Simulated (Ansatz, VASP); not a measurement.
# CdS (Hawleyite) in two plane-wave programs

One calculation is typed for both programs; each brings its own data sets. How far apart do they land? The cell is taken from a series of VASP runs on this material, whose earlier steps may have relaxed, scaled or displaced it; both programs get it as it stands. Valence electrons are named where the data sets of a main pair hold unlike numbers.

Method: plane waves, with VASP 6.6.1 beside it; relaxation of cell and atoms at LDA and band structure at PBE0, in Ansatz 0.2.0.

## (1) Starting point

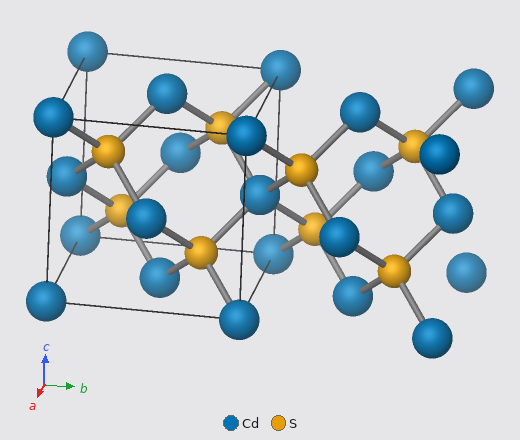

Start, viewed slightly off an axis; cadmium blue, sulfur orange. 1×2×1 cells are drawn. This picture shows the conventional cell, with its axes. Bonds to atoms that aren't drawn are left out. Some periodic images of atoms are drawn too.

## (2) VASP: relaxation of cell and atoms, LDA

The relaxed volume is the usual yardstick between codes: in a stiff, nearly cubic crystal its relative difference is about their pressure difference at one cell divided by the bulk modulus.

Lines of VASP's logs that name or quote its potential files are left out, and so is its time.

The input, INCAR:

```
SYSTEM = CdS
PREC = Accurate
ENCUT = 450
EDIFF = 1E-06
NELM = 100
ISMEAR = 0
SIGMA = 0.03
LREAL = .FALSE.
ALGO = Normal
GGA = CA
NBANDS = 15
LORBIT = 11
LWAVE = .FALSE.
LCHARG = .FALSE.
KPAR = 4
IBRION = 2
NSW = 50
ISIF = 3
EDIFFG = -0.006
```

The input, POSCAR:

```
CdS
1.0
    0.0000000000      2.8846790679      2.8846790679
    2.8846790679      0.0000000000      2.8846790679
    2.8846790679      2.8846790679      0.0000000000
Cd S
1 1
Direct
    0.0000000000      0.0000000000      0.0000000000
    0.7500000000      0.7500000000      0.7500000000
```

The input, KPOINTS:

```
Automatic mesh
0
Gamma
6 6 6
0 0 0
```

Potentials, in the order of the species: Cd and S (LDA family, release 64).

Command:

```console
$ mpirun -np 4 vasp_std
```

Numbers of over 12 decimals in the logs are rounded to 6 here.

What it wrote:

```text
[banner, memory and clock lines left out]
running    4 mpi-ranks, on    1 nodes
 distrk:  each k-point on    1 cores,    4 groups
 distr:  one band on    1 cores,    1 groups

 POSCAR found type information on POSCAR CdS
 POSCAR found :  2 types and       2 ions
 LDA part: xc-table for (Slater(with rela. corr.)+CA(PZ))
 , standard interpolation
 POSCAR, INCAR and KPOINTS ok, starting setup
 FFT: planning ... GRIDC
 FFT: planning ... GRID_SOFT
 FFT: planning ... GRID
 WAVECAR not read
 entering main loop
       N       E                     dE             d eps       ncg     rms          rms(c)
DAV:   1     0.996166217368E+02    0.99617E+02   -0.84243E+03   488   0.982E+02
DAV:   2    -0.397934814181E+01   -0.10360E+03   -0.97460E+02   578   0.255E+02
DAV:   3    -0.789587589601E+01   -0.39165E+01   -0.39094E+01   585   0.514E+01
DAV:   4    -0.791976479910E+01   -0.23889E-01   -0.23887E-01   585   0.397E+00
DAV:   5    -0.792010769027E+01   -0.34289E-03   -0.34289E-03   620   0.445E-01    0.870E+00
DAV:   6    -0.743558081995E+01    0.48453E+00   -0.81434E-01   705   0.127E+01    0.679E+00
DAV:   7    -0.740902667806E+01    0.26554E-01   -0.17055E-01   606   0.313E+00    0.315E+00
DAV:   8    -0.740404714523E+01    0.49795E-02   -0.19037E-02   529   0.184E+00    0.258E-01
DAV:   9    -0.740358570819E+01    0.46144E-03   -0.23339E-03   620   0.796E-01    0.525E-02
DAV:  10    -0.740357041434E+01    0.15294E-04   -0.20105E-04   564   0.186E-01    0.557E-02
DAV:  11    -0.740358109254E+01   -0.10678E-04   -0.40236E-05   571   0.654E-02    0.172E-02
DAV:  12    -0.740357660322E+01    0.44893E-05   -0.18774E-05   697   0.600E-02    0.640E-03
DAV:  13    -0.740357666654E+01   -0.63325E-07   -0.12436E-06   412   0.944E-03
   1 F= -.74035767E+01 E0= -.74035767E+01  d E =-.740358E+01
 curvature:   0.00 expect dE= 0.000E+00 dE for cont linesearch  0.000E+00
 trial: gam= 0.00000 g(F)=  0.351E-47 g(S)=  0.120E-04 ort = 0.000E+00 (trialstep = 0.100E+01)
 search vector abs. value=  0.120E-04
 bond charge predicted
       N       E                     dE             d eps       ncg     rms          rms(c)
DAV:   1    -0.740373121067E+01   -0.15461E-03   -0.28179E-03   543   0.685E-01    0.928E-02
DAV:   2    -0.740359452052E+01    0.13669E-03   -0.31597E-04   578   0.281E-01    0.346E-02
DAV:   3    -0.740358196042E+01    0.12560E-04   -0.30628E-05   613   0.631E-02    0.284E-02
DAV:   4    -0.740358048218E+01    0.14782E-05   -0.20334E-06   492   0.141E-02    0.559E-03
DAV:   5    -0.740358035875E+01    0.12343E-06   -0.26010E-07   303   0.896E-03
   2 F= -.74035804E+01 E0= -.74035804E+01  d E =-.369221E-05
 trial-energy change:   -0.000004  1 .order   -0.000003   -0.000012    0.000007
 step:   0.6348(harm=  0.6348)  dis= 0.00000  next Energy=    -7.403580 (dE=-0.380E-05)
 reached required accuracy - stopping structural energy minimisation
```

OUTCAR, selected parts (step 2):

```text
ion  position               nearest neighbor table
   1  0.000  0.000  0.000-   2 2.50   2 2.50   2 2.50   2 2.50
   2  0.750  0.750  0.750-   1 2.50   1 2.50   1 2.50   1 2.50

  LATTYP: Found a face centered cubic cell.
 ALAT       =     5.7693581358

 Subroutine GETGRP returns: Found 24 space group operations
 (whereof 24 operations were pure point group operations)

The static configuration has the point symmetry T_d .

 Found     16 irreducible k-points:

   k-points           NKPTS =     16   k-points in BZ     NKDIM =     16   number of bands    NBANDS=     15

   dimension x,y,z NGX =    28 NGY =   28 NGZ =   28
   dimension x,y,z NGXF=    56 NGYF=   56 NGZF=   56

   ENCUT  =  450.0 eV  33.07 Ry    5.75 a.u.   7.06  7.06  7.06*2*pi/ulx,y,z

   NELECT =      18.0000    total number of electrons

 k-points in reciprocal lattice and weights: Automatic mesh
   0.00000000  0.00000000  0.00000000       0.005
   0.16666667  0.00000000  0.00000000       0.037
   0.33333333  0.00000000  0.00000000       0.037
   0.50000000  0.00000000  0.00000000       0.019
   0.16666667  0.16666667  0.00000000       0.028
   0.33333333  0.16666667  0.00000000       0.111
   0.50000000  0.16666667  0.00000000       0.111
  -0.33333333  0.16666667  0.00000000       0.111
  -0.16666667  0.16666667  0.00000000       0.056
[...]
-0.33333333  0.33333333  0.16666667       0.111
  -0.33333333  0.50000000  0.16666667       0.056

 average (electrostatic) potential at core
       1 -39.8924       2 -89.6155

 E-fermi :   1.5936

 k-point     1 :       0.0000    0.0000    0.0000
  band No.  band energies     occupation
    ...
      5      -5.9505      2.00000
      6      -5.9505      2.00000
      7       1.4333      2.00000
      8       1.4333      2.00000
      9       1.4333      2.00000
     10       2.3962      0.00000
     11       7.7823      0.00000
     12       7.7823      0.00000
     13       7.7823      0.00000
     14      12.6952      0.00000
    ...

 k-point     2 :       0.1667    0.0000    0.0000
  band No.  band energies     occupation
    ...
      5      -5.9517      2.00000
      6      -5.9517      2.00000
      7      -0.1888      2.00000
      8       1.2080      2.00000
      9       1.2080      2.00000
     10       3.6130      0.00000
     11       7.4463      0.00000
     12       8.1187      0.00000
     13       8.1187      0.00000
     14      12.0532      0.00000
    ...

 k-point     3 :       0.3333    0.0000    0.0000
  band No.  band energies     occupation
    ...
      5      -5.9326      2.00000
      6      -5.9326      2.00000
      7      -2.1989      2.00000
      8       0.8012      2.00000
      9       0.8012      2.00000
     10       4.2423      0.00000
     11       8.0181      0.00000
     12       8.3551      0.00000
     13       8.3551      0.00000
     14      12.2146      0.00000
    ...

  Total        0.0073952      0.0073952      0.0073952      0.0000000      0.0000000      0.0000000
  in kB        0.2470256      0.2470256      0.2470256      0.0000000      0.0000000      0.0000000
  external PRESSURE =       0.2470256 kB  Pullay stress =       0.0000000 kB

  energy-cutoff  :      450.00
  volume of cell :       47.96
      direct lattice vectors                 reciprocal lattice vectors
    -0.000000000  2.883784461  2.883784461    -0.173383277  0.173383277  0.173383277
     2.883784461  0.000000000  2.883784461     0.173383277 -0.173383277  0.173383277
     2.883784461  2.883784461  0.000000000     0.173383277  0.173383277 -0.173383277

 POSITION                                       TOTAL-FORCE (eV/Angst)
 -----------------------------------------------------------------------------------
      2.88378      0.00000      2.88378        -0.000000      0.000000     -0.000000
      4.32568      4.32568      4.32568         0.000000     -0.000000      0.000000
 -----------------------------------------------------------------------------------
    total drift:                               -0.000000     -0.000000     -0.000000

  FREE ENERGIE OF THE ION-ELECTRON SYSTEM (eV)
  ---------------------------------------------------
  free  energy   TOTEN  =        -7.4035803588 eV

  energy  without entropy=       -7.4035803588  energy(sigma->0) =       -7.40358036

 reached required accuracy - stopping structural energy minimisation

 total charge
# of ion       s       p       d       tot
------------------------------------------
    1        0.448   0.355   9.554  10.357
    2        1.322   2.392   0.000   3.713
--------------------------------------------------
tot          1.770   2.747   9.554  14.070

[... 3 further parts left out ...]
```

CONTCAR:

```
CdS
   1.00000000000000
    -0.0000000000000000    2.8837844606966807    2.8837844606966807
     2.8837844606966807    0.0000000000000000    2.8837844606966807
     2.8837844606966807    2.8837844606966807    0.0000000000000000
  Cd              S
     1     1
Direct
     0.0000000000000000    1.0000000000000000    0.0000000000000000
     0.7500000000000000    0.7500000000000000    0.7500000000000000
```

The gap is read on the k-mesh alone, so it is an upper bound where the band edges lie off the mesh. The run keeps the 24 symmetry operations of its start, so it cannot find a distortion of lower symmetry.

## (3) Ansatz: relaxation of cell and atoms, LDA

Ansatz runs on its default PAW (the set named soft_2) files.

The same cell, functional (in two slightly different forms), mesh and smearing now go to Ansatz, which takes its cutoff from its data sets.

The input, input.yaml:

```yaml
crystal:
  lattice:
    - [0.0, 2.8846790679, 2.8846790679]
    - [2.8846790679, 0.0, 2.8846790679]
    - [2.8846790679, 2.8846790679, 0.0]
  atoms:
    - { symbol: Cd, position: [0.0, 0.0, 0.0] }
    - { symbol: S, position: [0.75, 0.75, 0.75] }
hamiltonian:
  xc: lda
  pseudopotentials: { kind: paw }
kpoints:
  mp_grid: { grid: [6, 6, 6] }
scf:
  occupations: { method: gaussian, width: 0.03 }
relax:
  f_tol: 0.01
  max_steps: 60
  cell: { stress_tol: 0.05 }
output:
  forces: true
  stress: true
```

Command:

```console
$ ansatz run input.yaml --threads 4 --pin off --max-ram 9216MiB --backend cpu --events-out ev --progress --plain --runs-dir out
```

What it wrote:

```text
Engine: ansatz 0.2.0, aarch64-unknown-linux-gnu
Pseudopotentials: kind: paw
Pseudopotential: Cd, paw, valence charge 20, recommended cutoff 420 eV (normal), Cd.paw.azcp
Pseudopotential: S, paw, valence charge 6, recommended cutoff 420 eV (normal), S.paw.azcp
Functional definition: SPW92
  exchange = slater_x
  correlation = pw_c
Crystal: 2 atoms, lattice volume = 48.009 Å³
Basis set: ecut = 420 eV, 941 PW (Γ)
Bands: 17, of which v1, the nominal top of the filled ones, is band 13 counted from 1 (12 counted from 0)
Symmetry: 24 space group operations
Space group: F-43m (ITA 216), of the structure as read, at distance tolerance 3.6e-5 Å
k-points: 16 of 216 (time reversal used)
Non-local potential: Cd, projectors of the file, l = 0: 3, l = 1: 2, l = 2: 2, l = 3: 1
Non-local potential: S, projectors of the file, l = 0: 2, l = 1: 2, l = 2: 2
PAW form: soft (Blöchl's): semilocal exchange-correlation on the pseudo side does not see the compensation charge
PAW frozen core: Cd, regenerated for the run's functional, and the local potential with it (the file was generated under x = pbe(κ = 0.804, μ = 0.219515), c = pbe(β = 0.066725))
PAW frozen core: S, regenerated for the run's functional, and the local potential with it (the file was generated under x = pbe(κ = 0.804, μ = 0.219515), c = pbe(β = 0.066725))
PAW one-centre angular grid: Cd, 590 points (default); XC on 64 Gauss nodes
PAW one-centre angular grid: S, 110 points (default); XC on 64 Gauss nodes
Initial density: superposition of atomic densities (neutral atoms: chi_scale 0, normalization atom), corrected by the library's trained network
Initial wavefunctions: pseudopotential atomic-orbital guess
Functional: x = slater, c = lda
SCF iter   1: F=—  HF=-8988.651705 eV  |F-HF|=—  |Δ(HF+E_count)|=         —  Δρ=8.36e-3  dr2=3.18e-2  ethr=1.77e-3  ⟨swp⟩=5.7  Hψ=1347  notcnv=0
preconditioner: auto → none  [insulator: Δε(μ)=0.836 eV  Ē_g=12.283 eV  σ=0.030 eV  W_gap=1.00  n_scr=14 (ndim 8)  ℏωp=22.7 eV  f_vac=0.122  D(μ)=0.00/eV (n_scr^D=0)  ε∞_Penn≈4.4]
SCF iter   2: F=—  HF=-8988.641833 eV  |F-HF|=—  |Δ(HF+E_count)|=   9.87e-3  Δρ=2.56e-3  dr2=1.32e-3  ethr=1.22e-4  ⟨swp⟩=2.0  Hψ=592  notcnv=0
SCF iter   3: F=—  HF=-8988.641418 eV  |F-HF|=—  |Δ(HF+E_count)|=   4.15e-4  Δρ=1.13e-3  dr2=2.75e-4  ethr=5.06e-6  ⟨swp⟩=2.8  Hψ=475  notcnv=0
SCF iter   4: F=—  HF=-8988.641340 eV  |F-HF|=—  |Δ(HF+E_count)|=   7.75e-5  Δρ=1.92e-4  dr2=1.65e-5  ethr=1.06e-6  ⟨swp⟩=2.0  Hψ=419  notcnv=0
SCF iter   5: F=—  HF=-8988.641358 eV  |F-HF|=—  |Δ(HF+E_count)|=   1.76e-5  Δρ=3.14e-5  dr2=2.32e-7  ethr=6.34e-8  ⟨swp⟩=2.0  Hψ=400  notcnv=0
SCF iter   6: F=-8988.641358 eV  HF=-8988.641358 eV  |F-HF|=1.26e-8  |Δ(HF+E_count)|=   8.54e-8  Δρ=7.62e-6  dr2=1.66e-8  ethr=3.85e-10  ⟨swp⟩=4.0  Hψ=896  notcnv=0
SCF 1 converged in 6 iterations: F = -8988.641358 eV  dr2 = 1.66e-8
  greatest PAW one-centre occupation: 1.000 electrons in one spin orbital (limit 2), on the Cd atom at site 0 (counted from 0), in its partial waves of l = 0
relax step   1: F+E_penalty+E_count = -8988.64135769 eV  Δ(F+E_penalty+E_count) = +0.000e0 eV  max|allowed force component| = 1.527e-16 eV/Å  Δτ_max = 0.0000 Å  P = -0.436 GPa  Ω = 48.009 Å³  (6 SCF iters, dr2 threshold 1.00e-7 eV, accepted)
[...]
relax step   2: F+E_penalty+E_count = -8988.64181377 eV  Δ(F+E_penalty+E_count) = -4.561e-4 eV  max|allowed force component| = 4.221e-17 eV/Å  Δτ_max = 0.0000 Å  P = -0.017 GPa  Ω = 47.710 Å³  energy of the carried Pulay correction = +3.163e-5 eV  (4 SCF iters, dr2 threshold 2.00e-7 eV, accepted)
[...]
relax step   3: F+E_penalty+E_count = -8988.64178533 eV  Δ(F+E_penalty+E_count) = +2.844e-5 eV  max|allowed force component| = 3.585e-17 eV/Å  Δτ_max = 0.0000 Å  P = -0.017 GPa  Ω = 47.710 Å³  stress off target by 1.65e-2 GPa  SCF on the basis re-selected at this cell (its energy is not comparable with the rows above)  (5 SCF iters)
basis re-selected at this cell: Δ(F+E_penalty+E_count) = +2.844e-5 eV, ΔP = +0.000 GPa vs the last step (what re-selecting the basis moved, of the pressure what is left beyond the Pulay correction that the steps carried, after the strain that the cell walked since its last selection, with what the two solves' SCF thresholds leave and, on support functions, any second-order correction that the steps lacked; it is no m [...]
SCF converged after 5 iterations
Free energy (F): -8988.641785 eV
Harris-Foulkes:  -8988.641785 eV  (|F-HF|=1.82e-12)
Internal energy: -8988.641785 eV  (E = F + TS)
E sigma→0 (E₀):  -8988.641785 eV
Fermi energy:    7.673790 eV
--- Per-component energies (eV) ---
  E_band       = -501.886818
  E_kinetic    = 612.879221
  E_local      = -3959.259863  (includes V_loc(G=0)·N_el)
  E_nonlocal   = 70.392535
  E_hartree    = 1815.111017
  E_xc         = -271.943708
  E_vxc        = -309.357142  (∫ρ·V_xc dr)
  E_paw        = -4516.216746  (= ΣΔE_a)
  E_vpaw       = -546.763609  (= ΣTr[D̂ρ^β])
  E_aug_tail   = 0.000013  (compensation charges beyond the density's cutoff)
  E_ewald      = -2740.524019
  E_core_change = 0.919766  (= ΣΔE_core)
  E_smearing   = -0.000000  (= −TS)
  E_closure    = 0.000000  (closes the sum)
  Σ components = -8988.641785   (vs F -8988.641785, Δ=0.00e0)
--- Forces (eV/Å), atoms counted from 1 ---
  atom   1  Cd    -0.00000000     0.00000000     0.00000000
  atom   2  S      0.00000000    -0.00000000    -0.00000000
  max |Σ_I F_I| component: 4.16e-17 eV/Å
--- Stress (GPa, compression-positive) ---
       -0.016529      -0.000000       0.000000
       -0.000000      -0.016529       0.000000
        0.000000       0.000000      -0.016529
  P = ⅓ Tr σ = -0.0165 GPa (-0.165 kbar)
--- Relaxed structure (2 steps of the walk, 2 accepted, 1 SCFs on fresh bases) ---
  F+E_penalty+E_count = -8988.64178533 eV   max|allowed force component| = 3.585e-17 eV/Å   (the final SCF, on the basis selected at the relaxed cell)
  cell:  # Å, volume = 47.7098 Å³
    - [0, 2.878675, 2.878675]
    - [2.878675, 0, 2.878675]
    - [2.878675, 2.878675, 0]
  atoms:
    - { symbol: Cd, position: [0, 0, 0] }
    - { symbol: S, position: [0.750000, 0.750000, 0.750000] }
```

It took 1.1 s on 4 threads of Arm Neoverse V1, shared host; peak memory 0.31 GiB; 3.4 s of CPU time.

## (4) Comparison

Known differences besides the potentials themselves: the two LDA forms differ slightly; both relaxations stop at a tolerance, which leaves soft axes loose, and VASP keeps its plane-wave basis; the data sets hold 26 valence electrons in Ansatz (on its default PAW (the set named soft_2) files) and 18 in VASP; the cutoff is 420 eV in Ansatz and 450 eV in VASP; VASP's log shows a relativistic correction to its local exchange, Ansatz's none; Ansatz adds a Pulay correction to the stress that steers its cell, VASP none. Total energies have different zeros and are not compared.

Compared:

```tsv
quantity	Ansatz	VASP	difference
volume (Å³)	47.71	47.96	-0.53 %
edge a after relaxation, in the typed setting (Å)	4.071	4.078	-0.18 %
```

The walks stopped with -0.02 GPa left in Ansatz and 0.02 GPa in VASP; each walk ends within a tolerance, so the volume difference is uncertain by about these residues over the bulk modulus, most in soft cells.

## (5) Ansatz: band structure, PBE0

The same path points are solved in both programs, so levels can be compared one by one.

The cell is taken from a series of VASP runs on this material, whose earlier steps may have relaxed, scaled or displaced it; both programs get it as it stands.

The input, input.yaml:

```yaml
crystal:
  lattice:
    - [0.0, 2.9165, 2.9165]
    - [2.9165, 0.0, 2.9165]
    - [2.9165, 2.9165, 0.0]
  atoms:
    - { symbol: Cd, position: [0.0, 0.0, 0.0] }
    - { symbol: S, position: [0.75, 0.75, 0.75] }
hamiltonian:
  xc: pbe0
  pseudopotentials: { kind: paw }
kpoints:
  mp_grid: { grid: [4, 4, 4] }
  band_path:
    path:
      - [0.0, 0.0, 0.0]
      - [0.5, 0.0, 0.5]
      - [0.5, 0.22222, 0.72222]
      - [0.40278, 0.34722, 0.75]
      - [0.125, 0.125, 0.25]
      - [0.27778, 0.27778, 0.27778]
      - [0.55556, 0.38889, 0.55556]
      - [0.58333, 0.25, 0.66667]
      - [0.5, 0.30556, 0.69444]
      - [0.48611, 0.48611, 0.52778]
      - [0.625, 0.25, 0.625]
      - [0.5, 0.0, 0.5]
    npoints: 1
scf:
  occupations: { method: gaussian, width: 0.03 }
  n_extra_bands: 7
output:
  forces: true
  stress: true
  eigenvalues: true
  write_density: true
  write_potential: true
  elf: true
  volumetric_format: npy
```

What it wrote:

```text
[...]
--- Band table (eV; the first three rows and the last of 8) ---
  k-point 0: bands = [... 9 lower, -2.5544, 5.9019, 5.9019, 5.9019, 8.7553, 14.3339, 14.3339, 14.3339, ... 3 higher]
  k-point 1: bands = [... 9 lower, -2.5513, 3.2470, 5.4738, 5.4738, 10.4652, 14.0524, 14.8668, 14.8668, ... 3 higher]
  k-point 2: bands = [... 9 lower, -2.1341, 1.1552, 5.0862, 5.0862, 10.7246, 14.7824, 14.7824, 15.2875, ... 3 higher]
  k-point 7: bands = [... 9 lower, -1.8630, 1.7401, 3.4784, 3.4978, 13.0284, 13.4249, 15.0632, 15.7164, ... 3 higher]
[key lines of the parts left out:]
Free energy (F): -9161.703671 eV
Fermi energy:    7.328792 eV
P = ⅓ Tr σ = 1.6987 GPa (16.987 kbar)
```

The job ended after 15 s (4 threads; peak memory 0.66 GiB; 56 s of CPU time).

(Part 1 of 2 ends here.)

[Lines on the potential files, build, host, timing and source positions are cut from VASP's logs without a mark.]

[Logs are printed without paths, hosts, clocks, repeated set-up lines and the standing remarks that a program may print on its own settings, such as how far it seeks lower states.]

[Hosts, paths, dates, database ids (printed as entryN), source tags and the programs' standing remarks are cut or masked in the printed files.]
